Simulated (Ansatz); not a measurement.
The calculation's input:

```
crystal:
  periodic: [false, false, false]
  atoms:
    - {symbol: Si, position_ang: [-0.822109, -0.495231, 0.281332]}
    - {symbol: Br, position_ang: [1.809513, 0.516223, -1.958825]}
    - {symbol: N, position_ang: [0.374486, 0.531052, 0.628982]}
    - {symbol: H, position_ang: [1.142417, 0.594770, -0.206655]}
    - {symbol: H, position_ang: [-2.190316, -0.339165, 0.794855]}
    - {symbol: Cl, position_ang: [-0.564226, -2.164302, -0.738366]}
    - {symbol: H, position_ang: [0.250134, 1.356553, 1.198776]}
basis:
  gaussian: {orbitals: def2-TZVPP}
hamiltonian: {xc: pbe0, dispersion: d4}
output: {orbitals: {seedname: orbitals}}
```

Run with:

```sh
ansatz run in.yaml --threads 4 --pin off --events-out ev --progress --plain --max-ram 9574MiB
```

A transition-state structure; geometry: PBE0-D4/def2-TZVP.

The calculation used Ansatz, RKS PBE0-D4/def2-TZVPP.

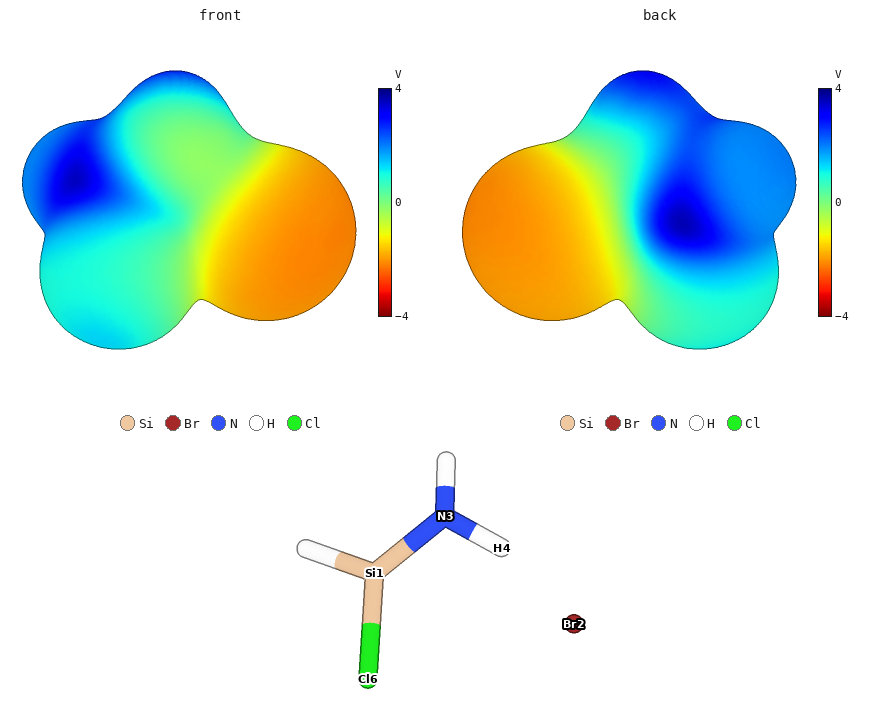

ClH3NSi···Br. The electrostatic potential painted on the density surface at 0.002 e/bohr³, seen from the front and from behind; red is negative and blue positive. The bare structure is drawn below in the same view.

Which sites attract a positive test charge, and which a negative one?

Answer. A positive charge is drawn to the negative regions and a negative charge to the positive ones. The most negative region (about −2.2 V) lies over Br2, the most positive (about +3.5 V) over Si1. Cl6 shows a σ-hole: about +1.3 V at the tip opposite its bond, against about +0.2 V on its flanks.
